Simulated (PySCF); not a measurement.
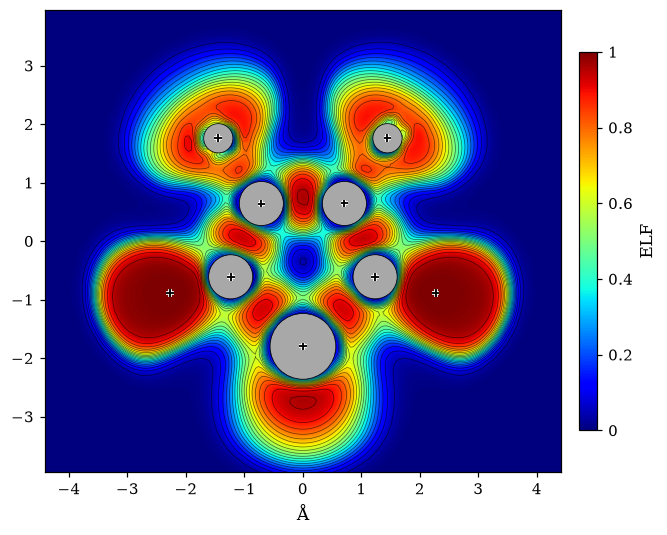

The ELF on a plane through atoms (crosses mark nuclei in the plane; grey discs cover the cores).

Computed with CAM-B3LYP/def2-SVPD, SCF density, gas phase (PySCF).

Candidates:
A. C7H5NO (SMILES c1ccc2ocnc2c1)
B. C4H2F2S (SMILES Fc1cscc1F)

### Which candidate gave the map?

Candidate B: C4H2F2S on the molecular plane, which holds F, C, S and H. C–F (1.34 Å): the ELF peaks at about 0.85 between the atoms; a polar covalent bond. C–C (1.36 Å): the ELF peaks at about 0.95 between the atoms: a covalent bond.
